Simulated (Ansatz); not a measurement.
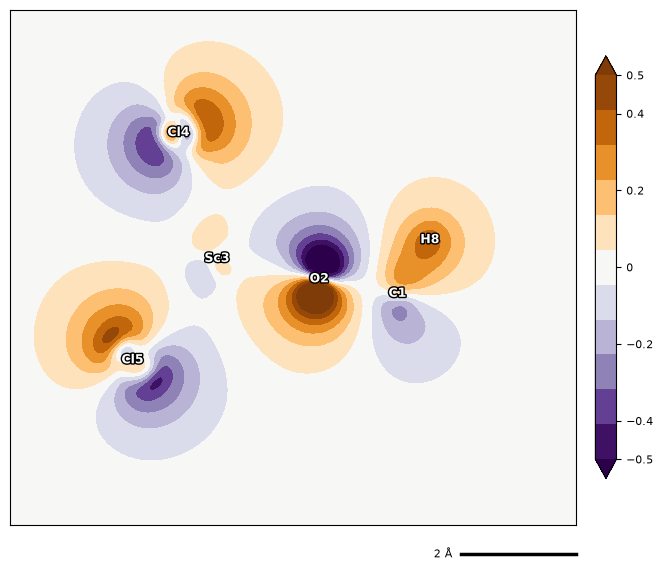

The picture shows: CH3Cl2OSc (SMILES C[O][Sc]([Cl])[Cl]). The HOMO on the plane of atoms O2, Sc3 and Cl4 (values in Å⁻³ᐟ²; the overall sign is arbitrary).

Geometry: PBE0-D4/def2-TZVP.

Method: RKS PBE0-D4/def2-TZVPP (Ansatz).

```yaml
atoms:
  - { symbol: C, position_ang: [-0.4554, -0.6706, 1.2729] }
  - { symbol: O, position_ang: [-0.0301, -0.0426, 0.1051] }
  - { symbol: Sc, position_ang: [0.5142, 0.7579, -1.4344] }
  - { symbol: Cl, position_ang: [-0.0992, -0.1953, -3.4380] }
  - { symbol: Cl, position_ang: [1.7834, 2.6733, -1.2881] }
  - { symbol: H, position_ang: [-1.1026, -0.0027, 1.8499] }
  - { symbol: H, position_ang: [0.4040, -0.9385, 1.8955] }
  - { symbol: H, position_ang: [-1.0144, -1.5815, 1.0371] }
```

What is the character of this orbital?

Answer. By Hirshfeld shares it lies mainly on O2 (about 30 %), Cl5 (about 25 %), Cl4 (about 25 %) and C1 (about 5 %); largely a combination of lone pairs on O2, Cl5 and Cl4. Its energy is −8.57 eV.
